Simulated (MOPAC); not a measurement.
## Geometry relaxation, with input and output: Si₂Cl₃OF₃ (part 1 of 4)

- system: Si₂Cl₃OF₃
- method: PM7, closed shell, dispersion built in (MOPAC 23.2.5)

The atoms were displaced at random from an optimised geometry.

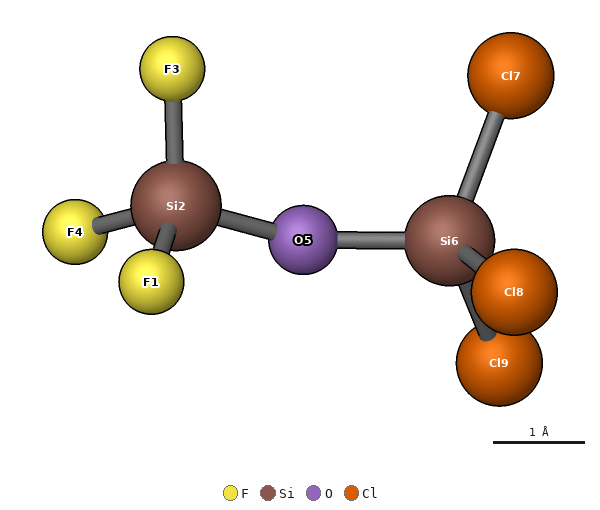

Figure 1. The structure as given in the input (ball-and-stick view, seen at a tilt; atoms are numbered from 1 in the order of the input). Bond lengths as drawn: Cl–Si 2.02 to 2.04 Å, F–Si 1.56 Å and O–Si 1.60 to 1.62 Å.

**Key numbers**

```csv
quantity,value
outcome,converged
total energy,−99.528181 hartree
dispersion energy,−0.001545 hartree
heat of formation,−493.73 kcal/mol
basis functions,61
largest force,0.001 eV/Å
HOMO,−11.85 eV
LUMO,−1.67 eV
dipole moment,0.75 D
hardware,"1 thread of Arm Neoverse V1, 24 GiB of memory available, shared host"
wall time,1.7 s
peak memory,0.074 GiB
```

**Remarks**

MOPAC's energies along a path are heats of formation.

**The input (job.mop)**
```
PM7 CYCLES=300 BONDS EF MULLIK GNORM=0.05 DISP AUX(PRECISION=9) THREADS=1
Cl3F3OSi2
F[Si](F)(F)O[Si](Cl)(Cl)Cl
F -2.326904 1 0.040543 1 0.993502 1
Si -0.886641 1 0.615439 1 1.195128 1
F -0.218544 1 -0.063882 1 2.428424 1
F -0.986575 1 2.150030 1 1.471353 1
O 0.000979 1 0.384787 1 -0.112639 1
Si 0.858951 1 -0.518962 1 -1.154965 1
Cl 2.610176 1 -1.063319 1 -0.313612 1
Cl -0.229357 1 -2.144862 1 -1.673571 1
Cl 1.205454 1 0.626604 1 -2.808801 1
```

Launched with:
```bash
mopac job.mop
```

**Output**
```
MOPAC v23.2.5
PM7 CALCULATION RESULTS

 *  PM7        - The PM7 Hamiltonian to be used
 *  EF         - USE EF ROUTINE FOR MINIMUM SEARCH
 *  THREADS=1  - MULTI-THREADING NOT USED
 *  CYCLES=    - DO A MAXIMUM OF 300 STEPS
 *  GNORM      - EXIT WHEN GRADIENT NORM DROPS BELOW 0.050
 *  AUX        - OUTPUT AUXILIARY INFORMATION
 *  DISP       - PRINT DISPERSION AND HYDROGEN BOND ENERGIES
 *  BONDS      - FINAL BOND-ORDER MATRIX TO BE PRINTED
 *  MULLIK     - THE MULLIKEN ANALYSIS TO BE PERFORMED
PM7 CYCLES=300 BONDS EF MULLIK GNORM=0.05 DISP AUX(PRECISION=9) THREADS=1
 Cl3F3OSi2
 F[Si](F)(F)O[Si](Cl)(Cl)Cl
   ATOM   CHEMICAL          X               Y               Z
  NUMBER   SYMBOL      (ANGSTROMS)     (ANGSTROMS)     (ANGSTROMS)

     1       F         -2.32690400  *   0.04054300  *   0.99350200  *
     2      Si         -0.88664100  *   0.61543900  *   1.19512800  *
     3       F         -0.21854400  *  -0.06388200  *   2.42842400  *
     4       F         -0.98657500  *   2.15003000  *   1.47135300  *
     5       O          0.00097900  *   0.38478700  *  -0.11263900  *
     6      Si          0.85895100  *  -0.51896200  *  -1.15496500  *
     7      Cl          2.61017600  *  -1.06331900  *  -0.31361200  *
     8      Cl         -0.22935700  *  -2.14486200  *  -1.67357100  *
     9      Cl          1.20545400  *   0.62660400  *  -2.80880100  *

          CARTESIAN COORDINATES

    NO.       ATOM           X           Y           Z

     1         F         -2.3269      0.0405      0.9935
     2        Si         -0.8866      0.6154      1.1951
     3         F         -0.2185     -0.0639      2.4284
     4         F         -0.9866      2.1500      1.4714
     5         O          0.0010      0.3848     -0.1126
     6        Si          0.8590     -0.5190     -1.1550
     7        Cl          2.6102     -1.0633     -0.3136
     8        Cl         -0.2294     -2.1449     -1.6736
     9        Cl          1.2055      0.6266     -2.8088

           Empirical Formula: O F3 Si2 Cl3  =     9 atoms

      MOLECULAR POINT GROUP   :   C1

      RHF CALCULATION, NO. OF DOUBLY OCCUPIED LEVELS = 28

          Geometry optimization using EF

          DIAGONAL MATRIX USED AS START HESSIAN
```

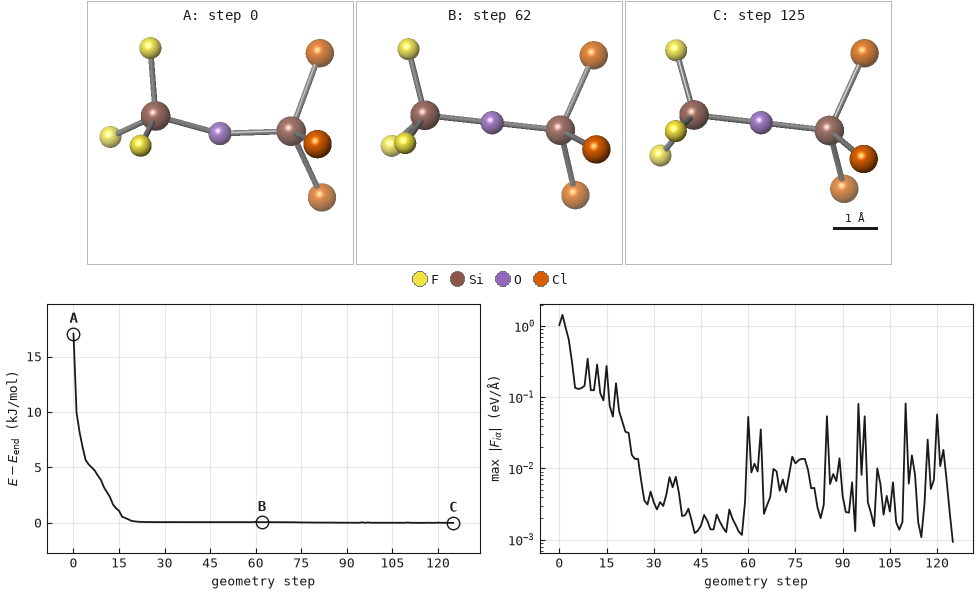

Figure 2. Frames of the relaxation (ball-and-stick view, seen at a tilt) above the curves, on which the letters mark them (steps are counted from 0).

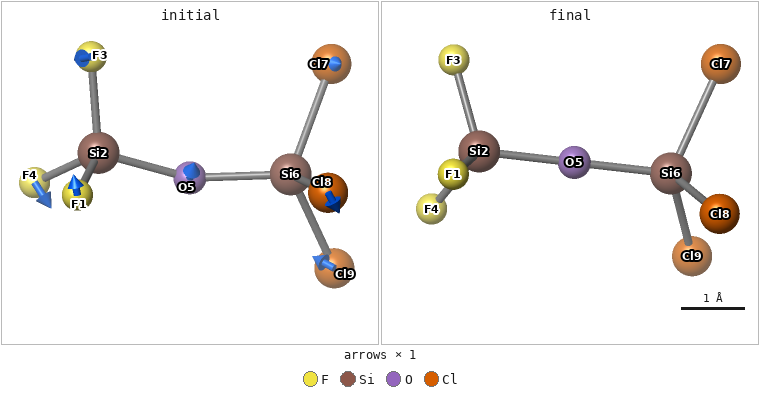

Figure 3. Before (left) and after (right) the relaxation, at one scale (ball-and-stick view, seen at a tilt). The blue arrows give the displacements, at true length. The energy falls by 17.1 kJ/mol in 125 geometry steps. Largest force component: 1 eV/Å at the start, 0.00093 eV/Å at the end. The largest moves after the best rigid fit, 0.51 Å, are those of F3 and F4. By element the largest moves are F 0.51 Å, Cl 0.46 Å, O 0.39 Å, Si 0.06 Å. Among the contacts that change: O5–Si6 1.625 → 1.574 Å, Si2–O5 1.597 → 1.551 Å, Si6–Cl9 2.041 → 1.998 Å, Si6–Cl7 2.018 → 1.998 Å. Among the angles that change: Si2–O5–Si6 154.0° → 179.9°. (Atoms are counted from 1 in the order of the input.)

```
 CYCLE:     1 TIME:   0.016 TIME LEFT:  2.00D  GRAD.:    53.747 HEAT: -489.6576
 CYCLE:     2 TIME:   0.023 TIME LEFT:  2.00D  GRAD.:    48.155 HEAT: -491.3522
 CYCLE:     3 TIME:   0.016 TIME LEFT:  2.00D  GRAD.:    41.263 HEAT: -491.7801
 CYCLE:     4 TIME:   0.016 TIME LEFT:  2.00D  GRAD.:    29.799 HEAT: -492.1053
 CYCLE:     5 TIME:   0.016 TIME LEFT:  2.00D  GRAD.:    15.785 HEAT: -492.3804
 CYCLE:     6 TIME:   0.023 TIME LEFT:  2.00D  GRAD.:     7.308 HEAT: -492.4752
 CYCLE:     7 TIME:   0.008 TIME LEFT:  2.00D  GRAD.:     6.664 HEAT: -492.5410
 CYCLE:     8 TIME:   0.008 TIME LEFT:  2.00D  GRAD.:     6.702 HEAT: -492.6080
 CYCLE:     9 TIME:   0.008 TIME LEFT:  2.00D  GRAD.:     7.567 HEAT: -492.7151
 CYCLE:    10 TIME:   0.016 TIME LEFT:  2.00D  GRAD.:    12.162 HEAT: -492.8065
[... 106 lines of further cycles ...]
 CYCLE:   117 TIME:   0.008 TIME LEFT:  2.00D  GRAD.:     0.150 HEAT: -493.7344
 CYCLE:   118 TIME:   0.016 TIME LEFT:  2.00D  GRAD.:     1.073 HEAT: -493.7324
 CYCLE:   119 TIME:   0.008 TIME LEFT:  2.00D  GRAD.:     0.251 HEAT: -493.7345
 CYCLE:   120 TIME:   0.008 TIME LEFT:  2.00D  GRAD.:     0.257 HEAT: -493.7345
 CYCLE:   121 TIME:   0.031 TIME LEFT:  2.00D  GRAD.:     2.108 HEAT: -493.7301
 CYCLE:   122 TIME:   0.008 TIME LEFT:  2.00D  GRAD.:     0.549 HEAT: -493.7338
 CYCLE:   123 TIME:   0.016 TIME LEFT:  2.00D  GRAD.:     0.843 HEAT: -493.7340
 CYCLE:   124 TIME:   0.008 TIME LEFT:  2.00D  GRAD.:     0.250 HEAT: -493.7344
 CYCLE:   125 TIME:   0.016 TIME LEFT:  2.00D  GRAD.:     0.131 HEAT: -493.7345
 CYCLE:   126 TIME:   0.008 TIME LEFT:  2.00D  GRAD.:     0.048 HEAT: -493.7345

     GRADIENT =  0.04839 IS LESS THAN CUTOFF =  0.05000

 -------------------------------------------------------------------------------
 PM7 CYCLES=300 BONDS EF MULLIK GNORM=0.05 DISP AUX(PRECISION=9) THREADS=1
 Cl3F3OSi2
 F[Si](F)(F)O[Si](Cl)(Cl)Cl

     GEOMETRY OPTIMISED USING EIGENVECTOR FOLLOWING (EF).
     SCF FIELD WAS ACHIEVED

                              PM7 CALCULATION

          FINAL HEAT OF FORMATION =       -493.73448 KCAL/MOL =   -2065.78505 KJ/MOL

          TOTAL ENERGY            =     -62454.87668 KCAL/MOL = ELECTRONIC ENERGY + CORE-CORE REPULSION
          ENERGY OF ATOMS         =      61962.11193 KCAL/MOL
                              SUM =       -492.76475 KCAL/MOL
          DISPERSION ENERGY       =         -0.96972 KCAL/MOL
                              SUM =       -493.73448 KCAL/MOL = FINAL HEAT OF FORMATION

          TOTAL ENERGY            =      -2708.29978 EV
          ELECTRONIC ENERGY       =      -8694.35440 EV
          CORE-CORE REPULSION     =       5986.05462 EV
          COSMO AREA              =        183.84 SQUARE ANGSTROMS
          COSMO VOLUME            =        190.70 CUBIC ANGSTROMS

          GRADIENT NORM           =          0.04839          =       0.01613 PER ATOM
          IONIZATION POTENTIAL    =         11.845763 EV
          HOMO LUMO ENERGIES (EV) =        -11.846 -1.674
          NO. OF FILLED LEVELS    =         28
          MOLECULAR WEIGHT        =        235.5246         POINT GROUP:  C3v

          MOLECULAR DIMENSIONS (Angstroms)

            Atom       Atom       Distance
           Cl     7    F     4     5.20922
            F     3   Cl     9     4.81033
           Cl     9   Cl     8     2.83886

          SCF CALCULATIONS        =        137

          WALL-CLOCK TIME         =      1.484 SECONDS
          COMPUTATION TIME        =      1.461 SECONDS

   ATOM   CHEMICAL          X               Y               Z
  NUMBER   SYMBOL      (ANGSTROMS)     (ANGSTROMS)     (ANGSTROMS)

     1       F         -2.22994895  *  -0.14029359  *   1.30401398  *
     2      Si         -0.87302285  *   0.61071765  *   1.19586150  *
     3       F         -0.11617124  *   0.47029930  *   2.54656974  *
     4       F         -1.15589394  *   2.11723749  *   0.93649833  *
     5       O         -0.02324518  *   0.01815755  *   0.04094473  *
     6      Si          0.83864683  *  -0.58546283  *  -1.13009144  *
     7      Cl          2.54566659  *  -1.30378635  *  -0.37919831  *
     8      Cl         -0.19132220  *  -2.05694818  *  -2.00601009  *
     9      Cl          1.23218520  *   0.85418670  *  -2.45900134  *

                             CARTESIAN COORDINATES

   1    F       -2.229948950    -0.140293594     1.304013980
   2   Si       -0.873022850     0.610717654     1.195861503
   3    F       -0.116171244     0.470299296     2.546569744
   4    F       -1.155893938     2.117237490     0.936498329
   5    O       -0.023245176     0.018157548     0.040944733
   6   Si        0.838646829    -0.585462830    -1.130091440
   7   Cl        2.545666593    -1.303786354    -0.379198306
   8   Cl       -0.191322195    -2.056948176    -2.006010090
   9   Cl        1.232185199     0.854186699    -2.459001341

           Empirical Formula: O F3 Si2 Cl3  =     9 atoms

      MOLECULAR POINT GROUP   :   C3v

                  EIGENVALUES
 -41.98435 -41.98392 -41.64358 -32.84804 -27.29015 -25.91031 -25.90999 -19.76804
 -18.38560 -18.38534 -17.89406 -17.16401 -17.16381 -16.39756 -16.04565 -15.94843
 -15.94803 -15.75816 -15.40346 -15.40310 -14.05686 -14.05660 -12.75991 -12.55301
 -12.55275 -11.99645 -11.99616 -11.84576  -1.67385  -1.67346  -1.58754  -0.24083
  -0.24038  -0.14563   2.01930   4.39613  20.47998  20.48002  21.26491  21.26499
  22.63030  22.88032  22.88082  23.75792  23.75828  24.39141  67.81805  67.81872
  67.88056  67.98781  67.98859  68.22106  68.63962  68.64051  68.94389  68.94453
  69.26799  69.36368  69.36464  69.77776  69.80348

              NET ATOMIC CHARGES AND DIPOLE CONTRIBUTIONS

  ATOM NO.   TYPE          CHARGE      No. of ELECS.   s-Pop       p-Pop       d-Pop
    1          F          -0.211458        7.2115     1.91905     5.29241
    2         Si           0.859818        3.1402     0.63360     2.06436     0.44222
    3          F          -0.211430        7.2114     1.91905     5.29238
    4          F          -0.211392        7.2114     1.91905     5.29234
    5          O          -0.522423        6.5224     1.54977     4.97265
    6         Si           0.495741        3.5043     0.76136     2.40569     0.33722
    7         Cl          -0.066350        7.0664     1.97831     5.08461     0.00342
    8         Cl          -0.066274        7.0663     1.97831     5.08454     0.00342
    9         Cl          -0.066233        7.0662     1.97831     5.08450     0.00342
 DIPOLE           X         Y         Z       TOTAL
 POINT-CHG.     0.864    -0.604    -1.175     1.578
 HYBRID        -0.456     0.320     0.619     0.833
 SUM            0.408    -0.283    -0.555     0.745

          ATOMIC ORBITAL ELECTRON POPULATIONS

     Atom    s        px        py        pz      x^2-y^2     xz        z^2       yz        xy
    1  F   1.91905   1.56767   1.80841   1.91633
    2 Si   0.63360   0.69035   0.70076   0.67326   0.08628   0.09434   0.09101   0.08465   0.08595
    3  F   1.91905   1.80462   1.91630   1.57145
    4  F   1.91905   1.90531   1.48386   1.90318
    5  O   1.54977   1.67063   1.73048   1.57155
    6 Si   0.76136   0.80895   0.84111   0.75562   0.06153   0.07552   0.07116   0.06676   0.06225
    7 Cl   1.97831   1.42972   1.83819   1.81671   0.00082   0.00076   0.00045   0.00033   0.00106
    8 Cl   1.97831   1.73379   1.55664   1.79411   0.00058   0.00044   0.00038   0.00129   0.00074
    9 Cl   1.97831   1.89810   1.56114   1.62526   0.00042   0.00075   0.00070   0.00113   0.00041

          BONDING CONTRIBUTION OF EACH M.O.

  0.3766  0.3766  0.3833  1.3893  0.4825  0.2094  0.2094  1.5774  1.0783  1.0783
  1.1283  0.4977  0.4977  1.0848  1.0657  0.8175  0.8172  0.1569  0.7321  0.7323
  0.9142  0.9142  0.4227  0.4494  0.4494  0.2524  0.2524  0.1487 -2.1038 -2.1038
 -1.7895 -1.9885 -1.9885 -1.9126 -1.8670 -1.7170 -0.2038 -0.2038 -0.2916 -0.2917
 -0.3489 -0.2858 -0.2858 -0.3247 -0.3247 -0.4293 -0.0031 -0.0031 -0.0017 -0.0020
 -0.0020 -0.0003 -0.0015 -0.0015 -0.0018 -0.0018 -0.0036 -0.0006 -0.0006 -0.0010
 -0.0095

            (VALENCIES)   BOND ORDERS

     1  F     (1.200)     2 Si 1.088     5  O 0.037     4  F 0.034     3  F 0.034

     2 Si     (4.394)     1  F 1.088     3  F 1.088     4  F 1.088     5  O 1.073     6 Si 0.034

     3  F     (1.200)     2 Si 1.088     5  O 0.037     4  F 0.034     1  F 0.034

     4  F     (1.200)     2 Si 1.088     5  O 0.037     3  F 0.034     1  F 0.034

     5  O     (2.298)     2 Si 1.073     6 Si 0.984     8 Cl 0.043     7 Cl 0.043     9 Cl 0.043     1  F 0.037
                          3  F 0.037     4  F 0.037

     6 Si     (4.392)     9 Cl 1.120     7 Cl 1.120     8 Cl 1.120     5  O 0.984     2 Si 0.034

     7 Cl     (1.270)     6 Si 1.120     8 Cl 0.048     9 Cl 0.048     5  O 0.043

     8 Cl     (1.270)     6 Si 1.120     7 Cl 0.048     9 Cl 0.048     5  O 0.043

     9 Cl     (1.270)     6 Si 1.120     8 Cl 0.048     7 Cl 0.048     5  O 0.043

           MULLIKEN POPULATION ANALYSIS

        MULLIKEN POPULATIONS AND CHARGES

      NO.  ATOM   POPULATION      CHARGE
        1    F     7.291447     -0.291447
        2   Si     2.806344      1.193656
        3    F     7.291423     -0.291423
        4    F     7.291393     -0.291393
        5    O     6.768259     -0.768259
        6   Si     2.549302      1.450698
        7   Cl     7.333952     -0.333952
        8   Cl     7.333942     -0.333942
        9   Cl     7.333940     -0.333940

          Chemical-Potential Equalization

          Energy                    =                  NaN   kcal/mol
          Pot(1)                    =                  NaN   eV
          Dipole correction(1)      =                  NaN   au

 *                    *
 * JOB ENDED NORMALLY *
 *                    *

 TOTAL JOB TIME:             1.49 SECONDS

 == MOPAC DONE ==
```

**Trajectory as extended XYZ (Å, eV, eV/Å), 86 of the 126 frames kept, from step=0 to step=125**
```
9
Properties=species:S:1:pos:R:3:forces:R:3 step=0 energy=-21.23356
F    -2.3269    0.0405    0.9935    0.3738   0.1121   0.0509
Si   -0.8866    0.6154    1.1951    0.5441   0.1403  -1.0347
F    -0.2185   -0.0639    2.4284   -0.1006   0.0245  -0.1298
F    -0.9866    2.1500    1.4714    0.0085  -0.3510  -0.0881
O     0.0010    0.3848   -0.1126    0.0178  -0.9041   0.2735
Si    0.8590   -0.5190   -1.1550   -0.5444   0.9010   0.1917
Cl    2.6102   -1.0633   -0.3136   -0.5134   0.1409  -0.2338
Cl   -0.2294   -2.1449   -1.6736    0.3671   0.4834   0.1729
Cl    1.2055    0.6266   -2.8088   -0.1529  -0.5471   0.7974
9
Properties=species:S:1:pos:R:3:forces:R:3 step=1 energy=-21.30705
F    -2.3191    0.0429    1.0001    0.2547   0.0774  -0.0894
Si   -0.8753    0.6185    1.1442    0.0449  -0.1802   1.4373
F    -0.2186   -0.0642    2.4223   -0.4348   0.4157  -0.9002
F    -0.9853    2.1382    1.4689    0.0333  -0.1367  -0.1820
O     0.0016    0.3562   -0.0984    0.2907  -0.4644  -0.3880
Si    0.8485   -0.4921   -1.1467   -0.0672  -0.2641   0.0373
Cl    2.6010   -1.0598   -0.3314   -0.3693   0.1160  -0.1109
Cl   -0.2233   -2.1311   -1.6643    0.2800   0.4033   0.1489
Cl    1.2008    0.6090   -2.7704   -0.0324   0.0331   0.0470
9
Properties=species:S:1:pos:R:3:forces:R:3 step=3 energy=-21.33971
F    -2.3080    0.0483    0.9876   -0.1307  -0.0634  -0.0445
Si   -0.8743    0.6130    1.1695   -0.0736   0.2856  -0.0811
F    -0.2243   -0.0608    2.3992    0.1273  -0.1886   0.4008
F    -0.9841    2.1357    1.4491    0.0187   0.0809  -0.0602
O     0.0016    0.3311   -0.0740    0.3964  -0.4760  -0.5747
Si    0.8456   -0.5067   -1.1465   -0.1325   0.6458   0.2067
Cl    2.5874   -1.0547   -0.3411    0.0242   0.0010   0.0529
Cl   -0.2129   -2.1083   -1.6518   -0.1496  -0.2509  -0.0871
Cl    1.2009    0.6114   -2.7718   -0.0803  -0.0343   0.1872
9
Properties=species:S:1:pos:R:3:forces:R:3 step=4 energy=-21.35164
F    -2.3085    0.0473    0.9860   -0.0625  -0.0290  -0.0452
Si   -0.8761    0.6180    1.1664    0.3175  -0.1772   0.2629
F    -0.2211   -0.0665    2.4140   -0.1684   0.1508  -0.2306
F    -0.9833    2.1388    1.4465    0.0328   0.0953  -0.0730
O     0.0050    0.3226   -0.0866   -0.0743  -0.0947   0.1180
Si    0.8449   -0.4989   -1.1417    0.0359   0.1617  -0.1987
Cl    2.5875   -1.0549   -0.3410    0.0227   0.0038   0.0481
Cl   -0.2147   -2.1126   -1.6540   -0.0337  -0.0901  -0.0429
Cl    1.1998    0.6128   -2.7705   -0.0701  -0.0206   0.1614
9
Properties=species:S:1:pos:R:3:forces:R:3 step=6 energy=-21.35860
F    -2.3072    0.0479    0.9825    0.0901   0.0327   0.0098
Si   -0.8692    0.6158    1.1751   -0.1080  -0.0325  -0.0980
F    -0.2238   -0.0631    2.4142    0.0039  -0.0131   0.1306
F    -0.9808    2.1413    1.4324    0.0470   0.0642  -0.0410
O     0.0040    0.3102   -0.0769    0.0118  -0.0854   0.0023
Si    0.8440   -0.4939   -1.1453   -0.0214  -0.0470  -0.0670
Cl    2.5858   -1.0542   -0.3395   -0.0020   0.0133   0.0223
Cl   -0.2152   -2.1158   -1.6585    0.0320   0.0113  -0.0205
Cl    1.1967    0.6164   -2.7657   -0.0533   0.0566   0.0613
9
Properties=species:S:1:pos:R:3:forces:R:3 step=7 energy=-21.36150
F    -2.3029    0.0504    0.9819   -0.0866  -0.0360   0.0038
Si   -0.8694    0.6140    1.1782    0.1343   0.0091  -0.1067
F    -0.2253   -0.0614    2.4227   -0.0352   0.0353   0.0620
F    -0.9780    2.1433    1.4202    0.0541   0.0244  -0.0320
O     0.0041    0.2991   -0.0735   -0.0034  -0.0759   0.0316
Si    0.8429   -0.4984   -1.1499   -0.0054   0.0688   0.0446
Cl    2.5837   -1.0529   -0.3385    0.0200   0.0029   0.0154
Cl   -0.2137   -2.1147   -1.6610   -0.0265  -0.0885  -0.0650
Cl    1.1941    0.6225   -2.7622   -0.0512   0.0599   0.0462
```
